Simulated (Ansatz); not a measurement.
# CH2Al2 (charge +1, doublet): what the fields show

```tsv
atom	x (Å)	y (Å)	z (Å)
C	0.1773	-0.2139	-0.6619
Al	2.0526	-0.5964	-1.2272
Al	-1.5086	-1.2818	-0.6597
H	-0.0912	0.7039	-1.2380
H	0.2827	0.1172	0.3991
```

Geometry: PBE0-D3(BJ)/def2-SVP.

Method: isolated molecule in a Gaussian basis; Kohn-Sham density functional theory, functional PBE0 (Ansatz 0.2.0).

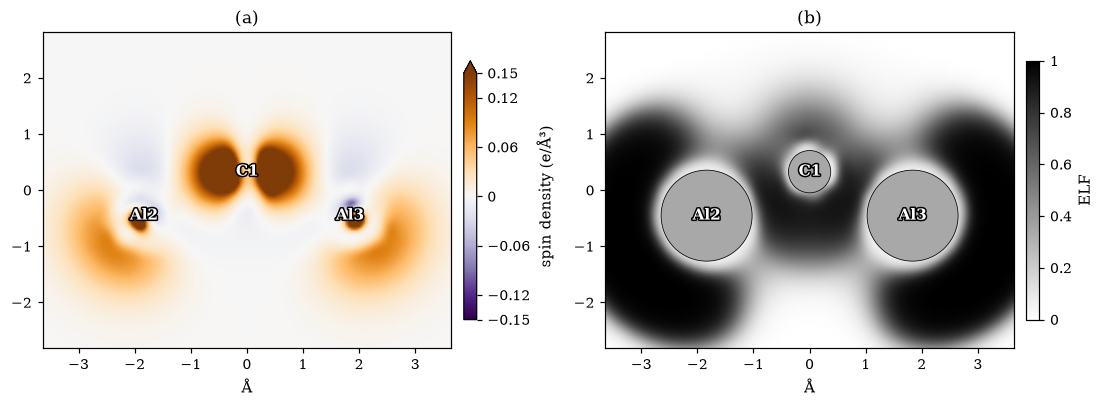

Figure 1. (a) spin density; (b) ELF on the plane of atoms Al2, C1 and Al3. Grey discs cover the atomic cores in the ELF map.

> Describe what can be read from this map.

Atoms in the plane: C and Al. C–Al (2.00 Å): the ELF peaks at about 0.90 between the atoms; a shared but strongly polarised pair. The unpaired spin (1 electron) lies mostly on Al2 (about 0.4), Al3 (about 0.4) and C1 (about 0.3), in electrons by Hirshfeld's partition.

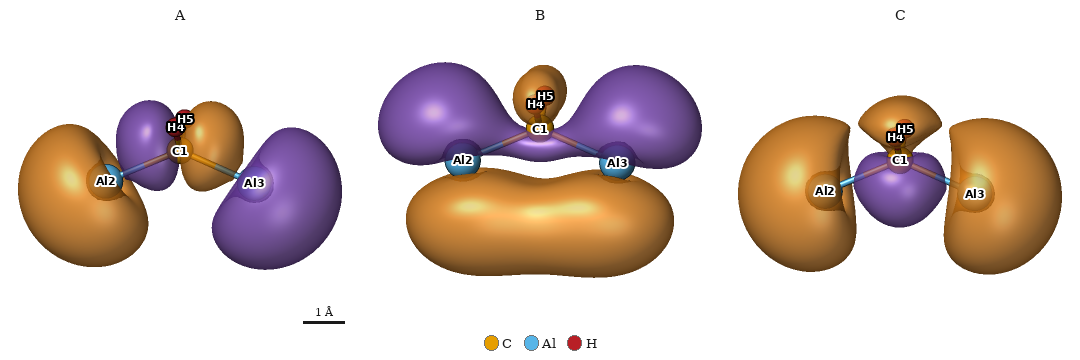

Figure 2. Three frontier orbitals at ±0.06 Å⁻³ᐟ² (orange and purple are the two phases), in no order.

> Which picture is the HOMO−1, the HOMO and the LUMO? All are α orbitals.

C is the HOMO−1 (α) (−11.79 eV). By Hirshfeld shares it lies mainly on Al2 (about 40 %), Al3 (about 40 %) and C1 (about 15 %). A is the HOMO (α) (−11.14 eV). Its weight (Hirshfeld) is mainly on Al2 (about 40 %), Al3 (about 40 %) and C1 (about 20 %). B is the LUMO (α) (−6.36 eV). Its weight (Hirshfeld) is mainly on Al2 (about 45 %), Al3 (about 45 %) and C1 (about 5 %).

> What is the gap between the highest occupied and lowest empty α orbitals?

4.78 eV between the orbital energies.

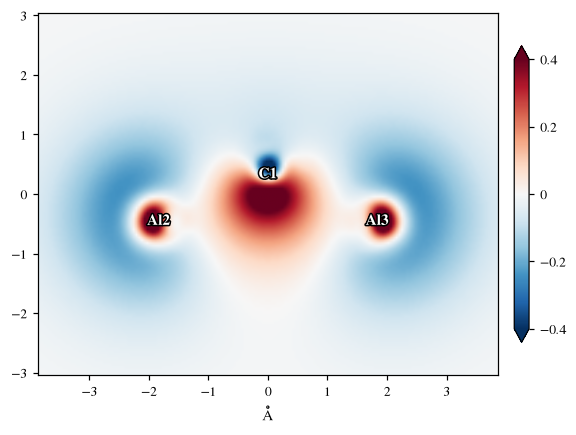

Figure 3. The HOMO (β) on the plane of atoms Al2, C1 and Al3 (values in Å⁻³ᐟ²; the overall sign is arbitrary).

> Describe this orbital and give its energy.

Its weight (Hirshfeld) is mainly on Al2 (about 40 %), Al3 (about 40 %) and C1 (about 15 %). Its energy is −10.93 eV.
